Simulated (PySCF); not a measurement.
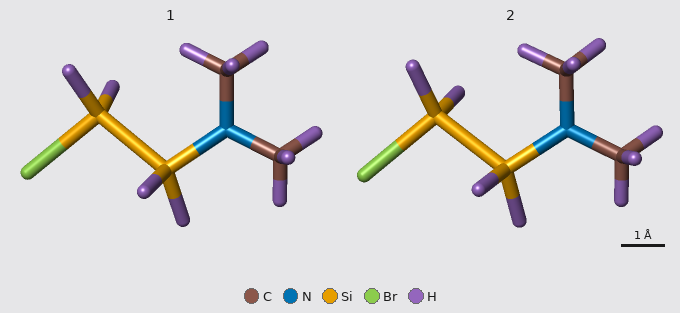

Two geometries of C$_{2}$H$_{10}$BrNSi$_{2}$, drawn at one scale. One is the start of a relaxation, the other its converged end. Style: stick. Shown at a tilt.

Level of theory: PBE0-D3(BJ)/def2-SVP geometry optimisation, gas phase in PySCF 2.14.0, density-fitted response routines. 

Question: Which of the two is the end point?

Answer: Structure 2 is the relaxed one. The start comes from GFN2-xTB. The largest move after the best rigid fit is that of an H atom, 0.21 Å. Largest moves by element: H 0.21 Å, Br 0.12 Å, Si 0.10 Å, C 0.09 Å, N 0.09 Å. Among the contacts that change: Si–Si 2.297 → 2.347 Å, H–Si 1.462 → 1.493 Å, H–Si 1.480 → 1.505 Å, N–Si 1.718 → 1.738 Å. Among the angles between lasting bonds that change: Si–Si–H 119.9° → 112.2°, Br–Si–H 102.2° → 108.1°, Br–Si–H 101.6° → 107.4°. The energy falls by 0.194 eV in 9 geometry steps. The largest force component goes from 0.89 to 0.017 eV/Å.
